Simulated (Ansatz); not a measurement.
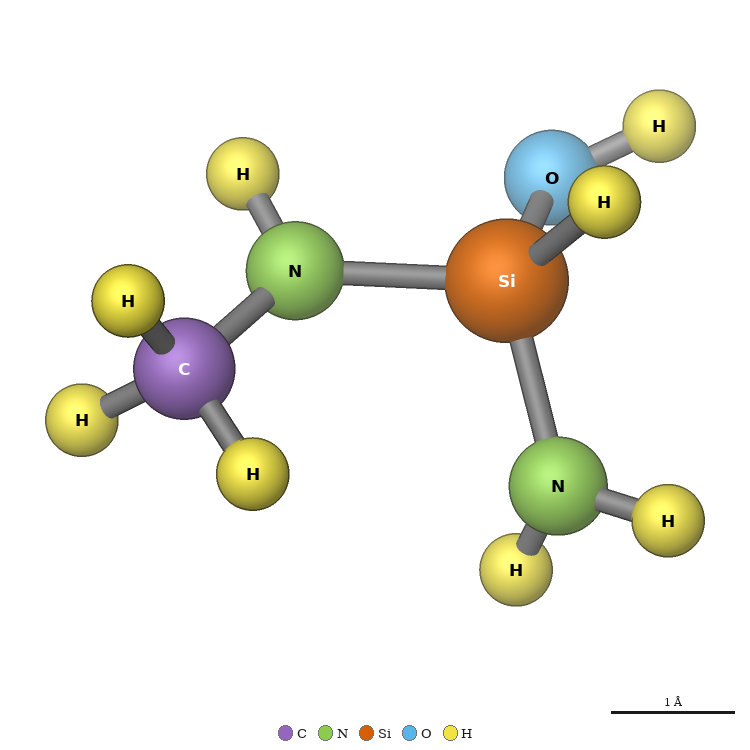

Distant atoms are faded towards the background colour. Computed geometry: PBE-D4/def2-SVP optimisation. No frequency run is at hand to confirm it as a minimum. Masses are those of the most abundant isotopes; constants are for the rigid equilibrium geometry.

Q: Classify the rotor and give the rotational constants (GHz).

A: An asymmetric top (C1): A = 5.59, B = 2.92, C = 2.12 GHz. Ray's parameter κ is −0.54, nearer the prolate limit.
